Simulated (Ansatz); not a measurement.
# The potential step between two gates: H-SiC-H chair bilayer, AA

Two oppositely charged gates put a neutral stack in a displacement field D. The voltage between them is D/ε₀ times an electrical distance, shorter than the real one because the stack screens.

How it was computed: Ansatz 0.2.0, plane waves with PAW datasets (its set soft_2), PBE-D3(BJ); isolated slab, charged sheets 4 Å from the outer atoms behind model barriers, atoms held. Voltages count from the uncharged case.

| run | D/ε₀ (V/nm) | step in an electron's potential, upper less lower gate (eV) |
| --- | --- | --- |
| run 1 | 0.000 | 0.000 |
| run 2 | 0.543 | 0.508 |
| run 3 | 1.086 | 1.015 |
| run 4 | 2.171 | 2.029 |
| run 5 | 4.343 | ? |

**Question.** What value belongs in the row marked “?”, and how far can the other rows tell?

A least-squares line through the 4 rows shown has slope 0.9345 and intercept 0.0002; no row lies more than 0.001 eV off it. The size of the slope, 0.934 nm, is the electrical distance; the sheets are 1.601 nm apart, and screening reaches beyond the outer atoms. At 4.343 it gives 0.9345 × 4.343 + 0.0002 = 4.059 eV, beyond the rows fitted. Rounding and scatter of the rows alone allow about ±0.003 eV there.

The run itself gives 4.055 eV: a miss of −0.004 eV, or 0.1 % of the value. Screening stays linear to within 1 % over this range.

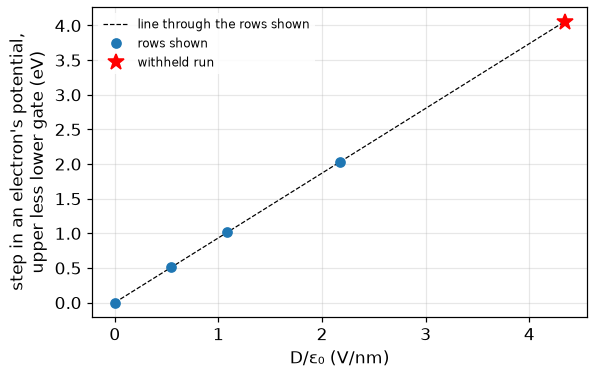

The fit and the withheld run.

**Limits.** The gates are model sheets, not atoms.
